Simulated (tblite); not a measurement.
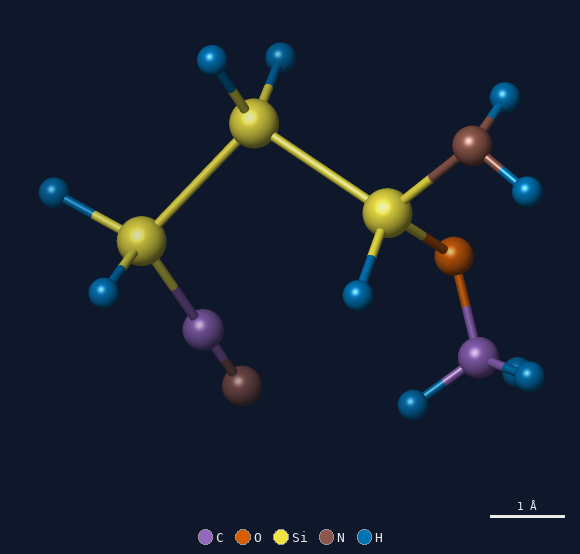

This is the input geometry for a relaxation of C₂H₁₀N₂OSi₃. Style: ball-and-stick. Shown at a tilt.

Method: GFN2-xTB geometry optimisation, gas phase (tblite 0.8.0).

```xyz
18

C    -2.0395    1.3486   -0.1160
O    -1.3672    0.2241   -0.6403
Si   -0.6699   -0.8639    0.4259
N    -1.6986   -2.2048    0.2834
Si    1.5121   -1.2973   -0.1278
Si    2.6507    0.5264    0.6542
C     1.8228    2.0710    0.0048
N     1.2923    3.0271   -0.3744
H    -1.3954    1.9548    0.5285
H    -2.9492    1.0459    0.4405
H    -2.3671    1.9699   -0.9613
H    -0.8056   -0.3692    1.8113
H    -2.6391   -1.9409    0.5948
H    -1.7876   -2.4513   -0.6965
H     1.6833   -1.4542   -1.6072
H     2.0136   -2.5379    0.5343
H     2.6536    0.5087    2.1511
H     4.0819    0.4493    0.2299
```

### Where does the relaxation end?

The energy falls by 67.6 kJ/mol in 222 geometry steps. The largest move after the best rigid fit is that of H18, 2.06 Å. Largest moves by element: H 2.06 Å, N 1.15 Å, O 1.04 Å, Si 0.86 Å, C 0.49 Å. Near-neighbour distances that change, for instance: O2–Si3 1.675 → 1.624 Å, Si5–Si6 2.288 → 2.325 Å, Si3–N4 1.696 → 1.732 Å, Si6–H17 1.497 → 1.472 Å. Bond angles that change, for instance: O2–Si3–Si5 111.4° → 94.8°, Si3–Si5–Si6 103.9° → 115.3°, C1–O2–Si3 118.6° → 129.7°. Groups turn about C1–O2 by about 120°, Si5–Si6 by about 85°, Si3–Si5 by about 80°.

Step by step:

| step | E − E(0), kJ/mol |
| --- | --- |
| 0 | 0.00 |
| 1 | -4.40 |
| 2 | -10.87 |
| 3 | -15.36 |
| 4 | -19.78 |
| 5 | -25.66 |
| 6 | -31.25 |
| 7 | -34.90 |
| 8 | -37.42 |
| 9 | -40.00 |
| 10 | -41.79 |
| 21 | -49.85 |
| 32 | -52.45 |
| 43 | -53.98 |
| 55 | -54.38 |
| 66 | -54.93 |
| 77 | -55.53 |
| 88 | -56.11 |
| 99 | -56.78 |
| 110 | -60.94 |
| 122 | -65.11 |
| 133 | -66.38 |
| 144 | -66.55 |
| 155 | -66.84 |
| 166 | -67.03 |
| 177 | -67.21 |
| 189 | -67.34 |
| 200 | -67.50 |
| 211 | -67.61 |
| 222 | -67.64 |

The structure at the end:

```xyz
18

C    -1.8436    1.4941   -0.0144
O    -0.8322    0.5550    0.1825
Si   -0.9378   -1.0074    0.6123
N    -1.8810   -1.8703   -0.5565
Si    1.3401   -1.3345    0.7091
Si    2.6321    0.4827    0.0493
C     1.7727    2.0811    0.4950
N     1.2308    3.0529    0.7715
H    -1.3690    2.4572   -0.2037
H    -2.4745    1.5722    0.8730
H    -2.4691    1.2143   -0.8648
H    -1.7330   -1.2128    1.8305
H    -2.0591   -2.8515   -0.4196
H    -1.7263   -1.6890   -1.5362
H     1.7728   -2.4790   -0.1246
H     1.7754   -1.7560    2.0545
H     3.9510    0.6596    0.6773
H     2.8419    0.6377   -1.3999
```

The end point in the same view:

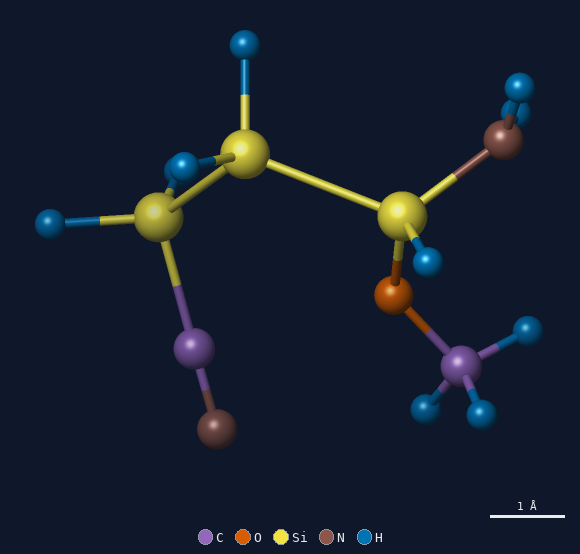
